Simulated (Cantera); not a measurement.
Charge: 1 mol FeCl₃, 0.48 mol HCl, 13 mol N₂, equilibrated at 1798 K.

Cantera equilibrium calculation (NASA polynomials, part measured and part estimated; ideal gas, pure solids and liquids). Candidate condensed phases: Fe, FeCl₂, FeCl₃, NH₄Cl; 18 gas species. Equilibrium is a limit: real reactors are often held back by kinetics, nucleation or transport.

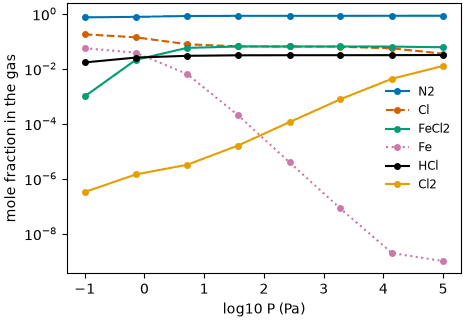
Fig. 1. Equilibrium gas composition (values under 1e-9 drawn at 1e-9)

Task: Read off the mole fractions at 0.0390 Torr.

Result: N₂ about 0.83, Cl about 0.078, FeCl₂ about 0.057, HCl about 0.029, Fe about 0.0064, Cl₂ about 3.2e-6.
